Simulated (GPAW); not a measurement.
## OsBr2 (1T monolayer): G0W0 with GPAW, start to end

How does a plane-wave GW calculation on OsBr2 (1T monolayer) run from the first input to the gap?

Method: PBE and many-body steps on it, plane waves, in GPAW 26.7.0.

## Step 1: Starting point

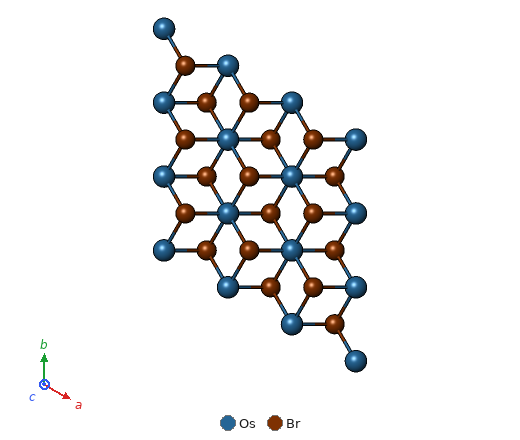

Start, viewed from above; osmium blue, bromine brown. 3×3×1 cells are drawn. Some periodic images of atoms are drawn too.

The cell holds 3 atoms: 1 Os and 2 Br. Cell: a = 3.907 Å, b = 3.907 Å, c = 14.200 Å, α = 90.0°, β = 90.0°, γ = 120.0°. Vacuum lies along c.

The start is a generated structure, not a measured one. Spin-orbit coupling is left out unless a step names it.

## Step 2: Relaxation

This step: GPAW 26.7.0; DFT, PBE, plane waves, PAW.

Gaps follow bond lengths, so the structure is brought to rest first.

run.py

```python
import json
import numpy as np
from gpaw.mpi import world
from ase import Atoms
from ase.constraints import FixSymmetry
from ase.filters import FrechetCellFilter
from ase.optimize import BFGS
from gpaw import GPAW, PW, FermiDirac

atoms = Atoms(['Os', 'Br', 'Br'],
    cell=[[3.9072890400, 0.0000000000, 0.0000000000],
      [-1.9536445200, 3.3838115686, 0.0000000000],
      [0.0000000000, 0.0000000000, 14.2000000000]],
    scaled_positions=[[0.0000000000, 0.0000000000, 0.5000000000],
      [0.3333333333, 0.6666666667, 0.6118084594],
      [0.6666666667, 0.3333333333, 0.3881915406]],
    pbc=(True, True, False))
atoms.set_constraint(FixSymmetry(atoms))
atoms.calc = GPAW(mode=PW(550),
    xc='PBE',
    kpts={'size': (9, 9, 1), 'gamma': True},
    occupations=FermiDirac(0.02),
    convergence={'density': 1e-5},
    txt='relax.txt')
steps = []
opt = BFGS(FrechetCellFilter(atoms, mask=[1, 1, 0, 0, 0, 1]), logfile='bfgs.log')
opt.attach(lambda: steps.append([atoms.get_potential_energy(), atoms.cell[:], atoms.positions.copy(), atoms.get_forces()]))
converged = opt.run(fmax=0.03, steps=50)
res = {'converged': bool(converged), 'steps': steps, 'cell': atoms.cell[:], 'frac': atoms.get_scaled_positions()}

if world.rank == 0:
    with open('result.json', 'w') as f:
        json.dump(res, f, default=lambda x: x.tolist())
```

Launch:

```sh
> mpirun -n 8 gpaw python run.py
```

Numbers of over 12 decimals in the logs are rounded to 6 here.

The program printed:

```text
Step     Time          Energy          fmax
BFGS:    0       -12.277192        2.351029
BFGS:    1       -12.507120        2.187652
BFGS:    2       -13.222325        0.611056
[...]
BFGS:    6       -13.310670        0.045589
BFGS:    7       -13.310814        0.001054
```

Run time: 53 s. Hardware: 8 MPI ranks of Intel Xeon 6975P-C (Granite Rapids), shared host; peak memory 1.8 GiB; 6.9 min of CPU time.

Step by step:

| step | energy less that of the first step (eV) | largest force (eV/Å) |
| --- | --- | --- |
| 1 | 0.0000 | 2.3510 |
| 2 | -0.2299 | 2.1877 |
| 3 | -0.9451 | 0.2749 |
| 4 | -0.9569 | 0.3738 |
| 5 | -1.0050 | 0.4012 |
| 6 | -1.0309 | 0.1658 |
| 7 | -1.0335 | 0.0340 |
| 8 | -1.0336 | 0.0006 |

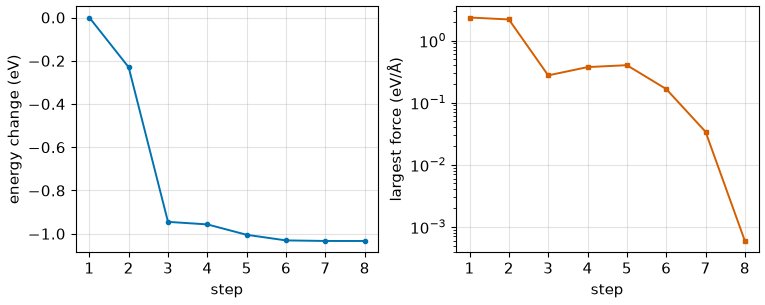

Energy and largest force along the relaxation.

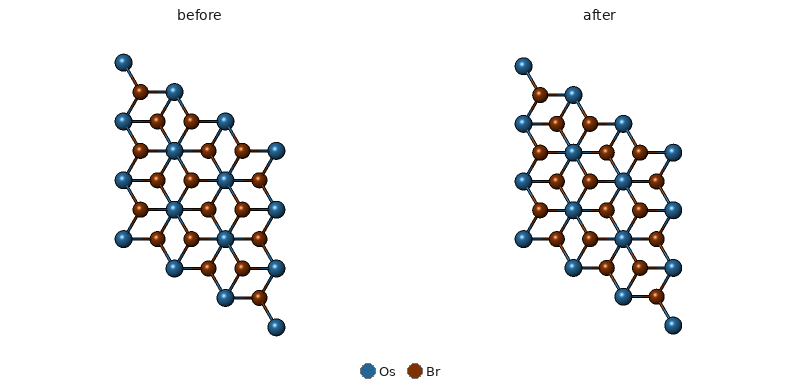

The structure before and after the relaxation, drawn at the same scale.

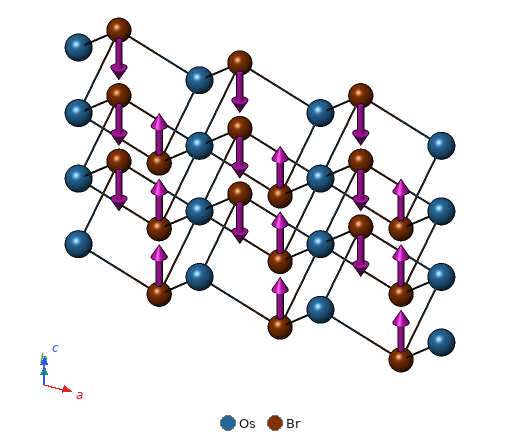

Displacements in the relaxation, exaggerated; the longest in the cell stands for 0.32 Å. 3×3×1 cells are drawn. Some periodic images of atoms are drawn too.

The atoms that moved most (Å):

```csv
atom,dx,dy,dz,length
Br3,0.000,0.000,0.325,0.325
Br2,0.000,0.000,-0.325,0.325
```

The relaxed structure:

```cif
data_structure
_symmetry_space_group_name_H-M 'P 1'
_symmetry_Int_Tables_number 1
_cell_length_a 3.8275
_cell_length_b 3.8275
_cell_length_c 14.2000
_cell_angle_alpha 90.000
_cell_angle_beta 90.000
_cell_angle_gamma 120.000
_cell_volume 180.15
loop_
_atom_site_label
_atom_site_type_symbol
_atom_site_fract_x
_atom_site_fract_y
_atom_site_fract_z
_atom_site_occupancy
Os1 Os 0.00000 0.00000 0.50000 1
Br2 Br 0.33333 0.66667 0.58893 1
Br3 Br 0.66667 0.33333 0.41107 1
```

## Step 3: Ground state

The ground-state density comes first.

run.py

```python
import json
import numpy as np
from gpaw.mpi import world
from ase import Atoms
from gpaw import GPAW, PW, FermiDirac

atoms = Atoms(['Os', 'Br', 'Br'],
    cell=[[3.8274568692, 0.0000000000, 0.0000000000],
      [-1.9137284346, 3.3146748806, 0.0000000000],
      [0.0000000000, 0.0000000000, 14.2000000000]],
    scaled_positions=[[0.0000000000, 0.0000000000, 0.5000000000],
      [0.3333333333, 0.6666666667, 0.5889280227],
      [0.6666666667, 0.3333333333, 0.4110719773]],
    pbc=(True, True, False))
calc = GPAW(mode=PW(450),
    xc='PBE',
    kpts={'size': (9, 9, 1), 'gamma': True},
    occupations=FermiDirac(0.001),
    nbands=-7,
    convergence={'density': 1e-6, 'bands': -3},
    maxiter=100,
    txt='gs.txt')
atoms.calc = calc
res = {'energy': atoms.get_potential_energy()}
kpts = calc.get_ibz_k_points()
res['kpts'] = kpts
res['eigenvalues'] = [calc.get_eigenvalues(kpt=k) for k in range(len(kpts))]
res['n_electrons'] = calc.get_number_of_electrons()
calc.write('gs.gpw')

if world.rank == 0:
    with open('result.json', 'w') as f:
        json.dump(res, f, default=lambda x: x.tolist())
```

Launch:

```sh
> mpirun -n 8 gpaw python run.py
```

The program printed:

```text
__  _  _
 | _ |_)|_||  |
 |__||  | ||/\| - 26.7.0

Input parameters:
  mode=PW(ecut=450.000000),
  convergence={'density': 1e-06, 'bands': -3},
  kpts=MonkhorstPack(size=(9, 9, 1), gamma=True),
  maxiter=100,
  nbands=-7,
  occupations=Occupations(name='fermi-dirac', width=0.001, fixmagmom=False),
  xc=XC(name='PBE')
  [... matrices ...]
Diagonalizing LCAO Hamiltonian
Converting LCAO to pw mode

         Br

       Os
             Br

Atoms  # Å, Bohr magnetons
|   | symbol |         x |        y |        z |    initial magnetic moments |
| 0 |     Os |  0.000000 | 0.000000 | 7.100000 | ( 0.0000,  0.0000,  0.0000) |
| 1 |     Br | -0.000000 | 2.209783 | 8.362778 | ( 0.0000,  0.0000,  0.0000) |
| 2 |     Br |  1.913728 | 1.104892 | 5.837222 | ( 0.0000,  0.0000,  0.0000) |

Unit cell  # Å
| periodic |         x |        y |         z |   lengths |     angles |
|      yes |  3.827457 | 0.000000 |  0.000000 |  3.827457 |  90.000000 |
|      yes | -1.913728 | 3.314675 |  0.000000 |  3.827457 |  90.000000 |
|       no |  0.000000 | 0.000000 | 14.200000 | 14.200000 | 120.000000 |

Number of symmetries: 12
Symmetry operations  # r_c * U_cc + t_c -> r_c
|    | kind |            matrix            |
|  0 |  σ   |  1, 1, 0,  0,-1, 0,  0, 0, 1 |
|  1 |  S6  |  1, 1, 0, -1, 0, 0,  0, 0,-1 |
|  2 |  E   |  1, 0, 0,  0, 1, 0,  0, 0, 1 |
|  3 |  C2  |  1, 0, 0, -1,-1, 0,  0, 0,-1 |
|  4 |  C2  |  0, 1, 0,  1, 0, 0,  0, 0,-1 |
|  5 |  C3  |  0, 1, 0, -1,-1, 0,  0, 0, 1 |
|  6 |  S6  |  0,-1, 0,  1, 1, 0,  0, 0,-1 |
|  7 |  σ   |  0,-1, 0, -1, 0, 0,  0, 0, 1 |
|  8 |  σ   | -1, 0, 0,  1, 1, 0,  0, 0, 1 |
|  9 |  i   | -1, 0, 0,  0,-1, 0,  0, 0,-1 |
| 10 |  C3  | -1,-1, 0,  1, 0, 0,  0, 0, 1 |
| 11 |  C2  | -1,-1, 0,  0, 1, 0,  0, 0,-1 |

BZ-sampling:
  Number of BZ points: 81
  Number of IBZ points: 12

  Monkhorst-Pack size: [9, 9, 1]
  Monkhorst-Pack shift: [0, 0, 0]

K-points  # in reciprocal-cell coordinates
|     |                                coordinates |     weight |
|   0 | (  0.00000000,   0.00000000,   0.00000000) | 0.01234568 |
|   1 | (  0.11111111,   0.00000000,   0.00000000) | 0.07407407 |
|   2 | (  0.22222222,  -0.11111111,   0.00000000) | 0.07407407 |
|   3 | (  0.22222222,   0.00000000,   0.00000000) | 0.07407407 |
|   4 | (  0.33333333,  -0.11111111,   0.00000000) | 0.14814815 |
|   5 | (  0.33333333,   0.00000000,   0.00000000) | 0.07407407 |
|   6 | (  0.33333333,   0.33333333,   0.00000000) | 0.02469136 |
|   7 | (  0.44444444,  -0.22222222,   0.00000000) | 0.07407407 |
|   8 | (  0.44444444,  -0.11111111,   0.00000000) | 0.14814815 |
|   9 | (  0.44444444,   0.00000000,   0.00000000) | 0.07407407 |
| ... |                                            |            |
|  11 | (  0.44444444,   0.44444444,   0.00000000) | 0.07407407 |

Plane wave coefficients: 3949
Cutoff: 450.000000 eV

Spin-components: 1 (collinear spins)
Bands:           21
Projectors:      16
Spin-degeneracy: 2
Datatype:        complex128

  Storage: CPU
  Wave functions: 15_873_984 bytes (1_984_248 per core)
  Projectors: 17_385_792 bytes (2_173_224 per core)
  [... matrices ...]
Parallelization:
  kpt:    4
  domain: 2
  band:   1

Density:
  Valence electrons: 28.0
  Components: 1
  Grid points: [20 20 70]
  Charge: 0.0  # |e|

Potential:
  Grid points: [20 20 70]

species:
  Os:
    name:    Osmium
    Z:       76.0
    valence: 14
    core:    62
    charge:  0.0  # [|e|]
    compensation charges:
      type: gauss
      rc: 0.39  # [Å]
      lmax: 2
    cutoffs:
      filter: 2.36  # [Å]
      core: 2.55  # [Å]
    projectors
    | kind |    occ | energy [eV] | rcut [Å] |
    |   6s |  2.000 |      -6.125 |    1.349 |
    |   5p |  6.000 |     -50.878 |    1.397 |
    |   6p |  0.000 |      -1.276 |    1.397 |
    |   5d |  6.000 |      -6.274 |    1.244 |
    |    s |        |      21.086 |    1.349 |
    |    d |        |      20.938 |    1.244 |

    Using partial waves for Os as LCAO basis

  Br:
    name:    Bromine
    Z:       35.0
    valence: 7
    core:    28
    charge:  0.0  # [|e|]
    compensation charges:
      type: gauss
      rc: 0.35  # [Å]
      lmax: 2
    cutoffs:
      filter: 1.98  # [Å]
      core: 2.38  # [Å]
    projectors
    | kind |    occ | energy [eV] | rcut [Å] |
    |   4s |  2.000 |     -20.121 |    1.111 |
    |   4p |  5.000 |      -7.861 |    1.111 |
    |    s |        |       7.091 |    1.111 |
    |    p |        |      19.351 |    1.111 |
    |    d |        |       0.000 |    1.111 |

    Using partial waves for Br as LCAO basis

Reference energy: -610728.452497  # eV

eigensolver:
  PPCG
  Converge bands: -3
  niter=2

density mixing:
  MSR1-Mixer
  Pratt-step length: 0.05
  Maximum mixing coefficient: 0.75
  Old densities: 10
  SVD Regularization: 0.005
  Good broyden scale: 1.0
  Trust region scale: 1.0
  Backstep threshold: 4.0
  History deletion threshold: 6.0
  Fourier metric: weight=20.0, sigma=0.015

occupation numbers:
  Fermi-Dirac:
    width: 0.0010  # eV

poisson solver:
  ecut: 3600.000000  # eV

xc functional:
  name: PBE with 2 nearest neighbor stencil

Initialization done in: 2.240 s

convergence criteria:
- Maximum integral of absolute [dens]ity change: 1e-06 electrons / valence electron
- Maximum [total energy] change in last 3 cyles: 0.0005 eV / valence electron
- Maximum integral of absolute [eigenst]ate change: 4e-08 eV^2 / valence electron
maximum number of iterations: 100

SCF iterations
|iter     |     time |      energy | eigst |  dens |
|iter:   1|  |  -13.868096 | +0.67 |       |
|iter:   2|  |  -13.670873 | -0.83 | -1.14 |
|iter:   3|  |  -13.313491 | -0.81 | -1.20 |
|iter:   4|  |  -13.300847 | -2.44 | -1.55 |
|iter:   5|  |  -13.298023 | -2.57 | -1.83 |
|iter:   6|  |  -13.298204c| -3.73 | -2.79 |
|iter:   7|  |  -13.298219c| -4.21 | -3.31 |
|iter:   8|  |  -13.298223c| -5.06 | -3.99 |
|iter:   9|  |  -13.298224c| -5.55 | -4.47 |
|iter:  10|  |  -13.298224c| -6.20 | -5.03 |
|iter:  11|  |  -13.298224c| -6.69 | -5.56 |
|iter:  12|  |  -13.298224c| -7.32 | -6.23c|
|iter:  13|  |  -13.298224c| -7.62c| -6.48c|

Converged in 13 steps
SCF loop duration: 3.959 s (0.305 s/step)
Energy contributions relative to reference atoms: (reference = -610728.452497)
  [... matrices ...]
Energy contributions:
  Kinetic:          14.331470
  Coulomb:         -11.044876
  Zero:             -0.344838
  External:          0.000000
  Xc:              -16.239980
  Entropy:          -0.000000
  Spinorbit:         0.000000
  ----------------------------
  Free energy:     -13.298224
  Extrapolated:    -13.298224

dipole moment: (-6.692208, -11.591244, -0.000025)  # |e|*Ang

Fermi level: -0.138
Eigenvalues  # (at kpt = [0.000, 0.000, 0.000])
| band index |      eig [eV] | occ [0-2] |
|          0 |       -44.987 |     2.000 |
|        ... |               |           |
|          6 |        -6.115 |     2.000 |
|          7 |        -6.115 |     2.000 |
|          8 |        -3.561 |     2.000 |
|          9 |        -3.421 |     2.000 |
|         10 |        -3.421 |     2.000 |
|         11 |        -1.526 |     2.000 |
|         12 |        -1.525 |     2.000 |
|         13 |        -0.575 |     2.000 |
|         14 |         2.044 |     0.000 |
|         15 |         2.045 |     0.000 |
|         16 |         2.602 |     0.000 |
|         17 |         3.798 |     0.000 |
|         18 |         4.027 |     0.000 |
|         19 |         4.272 |     0.000 |
|         20 |         6.406 |     0.000 |

Gap: 1.183 eV
Transition (v -> c):
  (s=0, k=3, n=13, [0.22, 0.00, 0.00]) -> (s=0, k=3, n=14, [0.22, 0.00, 0.00])
No difference between direct/indirect transitions
vacuum-level: 4.184  # V
# Writing to gs.gpw (mode='')
  [... matrices ...]
```

Elapsed: 9.1 s, on 8 MPI ranks; peak memory 1.4 GiB; 68 s of CPU time.

Numbers from this step:

| Item | Value |
| --- | --- |
| total energy | -13.30 eV |
| gap | 1.183 eV |
| k of the valence top | 0.2222, 0, 0 |
| k of the conduction bottom | 0.2222, 0, 0 |
| least direct gap | 1.183 eV |

The gap is direct, at (0.222, 0.000, 0.000).

## Step 4: Bands along the symmetry lines

Levels along a band path, at the cheap level, show where the edges lie and whether the meshes to come will hold them.

run.py

```python
import json
import numpy as np
from gpaw.mpi import world
from gpaw import GPAW

path = [[0.000000, 0.000000, 0.000000],
    [0.062500, 0.000000, 0.000000],
    [0.125000, 0.000000, 0.000000],
    [0.187500, 0.000000, 0.000000],
    [0.250000, 0.000000, 0.000000],
    [0.312500, 0.000000, 0.000000],
    [0.375000, 0.000000, 0.000000],
    [0.437500, 0.000000, 0.000000],
    [0.500000, 0.000000, 0.000000],
    [0.479167, 0.041667, 0.000000],
    [0.458333, 0.083333, 0.000000],
    [0.437500, 0.125000, 0.000000],
    [0.416667, 0.166667, 0.000000],
    [0.395833, 0.208333, 0.000000],
    [0.375000, 0.250000, 0.000000],
    [0.354167, 0.291667, 0.000000],
    [0.333333, 0.333333, 0.000000],
    [0.291667, 0.291667, 0.000000],
    [0.250000, 0.250000, 0.000000],
    [0.208333, 0.208333, 0.000000],
    [0.166667, 0.166667, 0.000000],
    [0.125000, 0.125000, 0.000000],
    [0.083333, 0.083333, 0.000000],
    [0.041667, 0.041667, 0.000000],
    [0.000000, 0.000000, 0.000000]]
calc = GPAW('gs.gpw').fixed_density(kpts=path,
    symmetry='off',
    nbands=24,
    convergence={'bands': 20},
    txt='bands.txt')
res = {}
kpts = calc.get_ibz_k_points()
res['kpts'] = kpts
res['eigenvalues'] = [calc.get_eigenvalues(kpt=k) for k in range(len(kpts))]
res['n_electrons'] = calc.get_number_of_electrons()

if world.rank == 0:
    with open('result.json', 'w') as f:
        json.dump(res, f, default=lambda x: x.tolist())
```

Launch:

```sh
> mpirun -n 8 gpaw python run.py
```

The program printed:

```text
Diagonalizing LCAO Hamiltonian
Converting LCAO to pw mode
convergence criteria:
- Maximum integral of absolute [eigenst]ate change: 4e-08 eV^2 / valence electron
maximum number of iterations: 100

SCF iterations
|iter     |     time |      energy | eigst |  dens |
|iter:   1|  |             | +1.11 |       |
|iter:   2|  |             | +0.36 |       |
|iter:   3|  |             | -0.66 |       |
[...]
|iter:   9|  |             | -6.47 |       |
|iter:  10|  |             | -7.18 |       |
|iter:  11|  |             | -7.72c|       |
SCF steps: 11
  __  _  _
 | _ |_)|_||  |
 |__||  | ||/\| - 26.7.0

Input parameters:
  mode=PW(ecut=450.000000),
  convergence={'bands': 20},
  gpts=array([20, 20, 70]),
  kpts=KPoints(kpts=array([[0.      , 0.      , 0.      ],
         [0.0625  , 0.      , 0.      ],
         [0.125   , 0.      , 0.      ],
         [0.1875  , 0.      , 0.      ],
[...]
[0.479167, 0.041667, 0.      ],
         [0.458333, 0.083333, 0.      ],
[...]
[0.416667, 0.166667, 0.      ],
[...]
[0.25    , 0.25    , 0.      ],
[...]
[0.125   , 0.125   , 0.      ],
         [0.083333, 0.083333, 0.      ],
         [0.041667, 0.041667, 0.      ],
         [0.      , 0.      , 0.      ]])),
  maxiter=100,
  nbands=24,
  occupations=Occupations(name='fermi-dirac', width=0.001, fixmagmom=False),
  parallel={},
  symmetry=Symmetry(point_group=False, time_reversal=False),
  xc=XC(name='PBE')
  [... matrices ...]
timing:  # [seconds]
  Total: 0.079  # ━━━━━━━━━━━━━━━━━━━━━━━━━━━━━━━━━━━━━━━━━━━━━━━━━━━━━━━━━━━
```

Elapsed: 10 s, on 8 MPI ranks; peak memory 1.4 GiB.

This step gave:

```
gap                        : 1.196 eV
k of the valence top       : 0.25, 0, 0
k of the conduction bottom : 0.25, 0, 0
least direct gap           : 1.196 eV
```

The gap is 1.196 eV, +0.013 eV from the run before at this level.

Electronic bands along the path, in eV, zero at the top of the highest filled band:

```
point  band 11  band 12  band 13  band 14  band 15  band 16  band 17  band 18
    Γ    -3.24    -1.35    -1.35    -0.40     2.22     2.22     2.78     3.98
    M    -3.94    -1.27    -0.58    -0.57     2.06     2.16     4.09     4.76
    K    -4.49    -0.98    -0.27    -0.27     1.64     1.64     5.12     6.89
    Γ    -3.24    -1.35    -1.35    -0.40     2.22     2.22     2.78     3.98
```

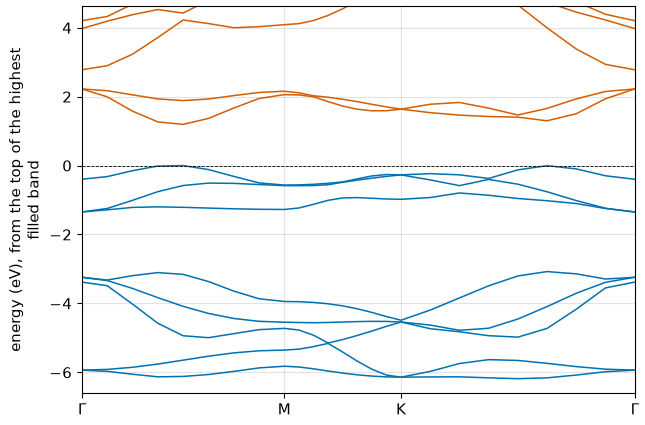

Electronic bands along the path; lines of filled and empty bands in two colours.

## Step 5: Empty states on the mesh, 9×9×1 mesh, 302 bands

The sums over transitions need many empty states on a uniform mesh; this step solves for them.

run.py

```python
import json
import numpy as np
from gpaw.mpi import world
from gpaw import GPAW

calc = GPAW('gs.gpw').fixed_density(kpts={'size': (9, 9, 1), 'gamma': True},
    parallel={'domain': 1, 'band': 1},
    txt='nscf.txt')
calc.diagonalize_full_hamiltonian(nbands=302)
calc.write('full.gpw', mode='all')
res = {}
kpts = calc.get_ibz_k_points()
res['kpts'] = kpts
res['eigenvalues'] = [calc.get_eigenvalues(kpt=k) for k in range(len(kpts))]
res['n_electrons'] = calc.get_number_of_electrons()

if world.rank == 0:
    with open('result.json', 'w') as f:
        json.dump(res, f, default=lambda x: x.tolist())
```

Launch:

```sh
> mpirun -n 8 gpaw python run.py
```

The program printed:

```text
Diagonalizing LCAO Hamiltonian
Converting LCAO to pw mode
convergence criteria:
- Maximum integral of absolute [eigenst]ate change: 4e-08 eV^2 / valence electron
maximum number of iterations: 100

SCF iterations
|iter     |     time |      energy | eigst |  dens |
|iter:   1|  |             | +0.76 |       |
|iter:   2|  |             | -0.38 |       |
|iter:   3|  |             | -1.11 |       |
[...]
|iter:   9|  |             | -6.58 |       |
|iter:  10|  |             | -7.19 |       |
|iter:  11|  |             | -7.50c|       |
SCF steps: 11
  __  _  _
 | _ |_)|_||  |
 |__||  | ||/\| - 26.7.0

Input parameters:
  mode=PW(ecut=450.000000),
  convergence={'density': 1e-06, 'bands': -3},
  gpts=array([20, 20, 70]),
  kpts=MonkhorstPack(size=(9, 9, 1), gamma=True),
  maxiter=100,
  nbands=21,
  occupations=Occupations(name='fermi-dirac', width=0.001, fixmagmom=False),
  parallel={'domain': 1, 'band': 1},
  xc=XC(name='PBE')
Matrix size: 3937x3937
# Writing to full.gpw (mode='all')
  [... matrices ...]

timing:  # [seconds]
  Total: 91.560  # ━━━━━━━━━━━━━━━━━━━━━━━━━━━━━━━━━━━━━━━━━━━━━━━━━━━━━━━━━━
```

Wall time 100 s (8 MPI ranks); peak memory 9.8 GiB; 13 min of CPU time.

Numbers from this step:

```
gap                                                           : 1.183 eV
k of the valence top                                          : 0.2222, 0, 0
k of the conduction bottom                                    : 0.2222, 0, 0
least direct gap                                              : 1.183 eV
k points computed                                             : 12
lowest point of the top converged band, above the valence top : 77.4973 eV
```

On this mesh the gap is 1.183 eV.

(Part 1 of 2 ends here.)

[Paths, hosts, dates, memory and timing lines, banners, echoed tables and standing remarks are left out of the program output.]

[Logs are printed without paths, hosts, clocks, repeated set-up lines and the standing remarks that a program may print on its own settings, such as how far it seeks lower states.]

[Runs of the session that timed out or met a known fault of the program may be left out.]

[Hosts, paths, dates, database ids (printed as entryN), source tags and the programs' standing remarks are cut or masked in the printed files.]
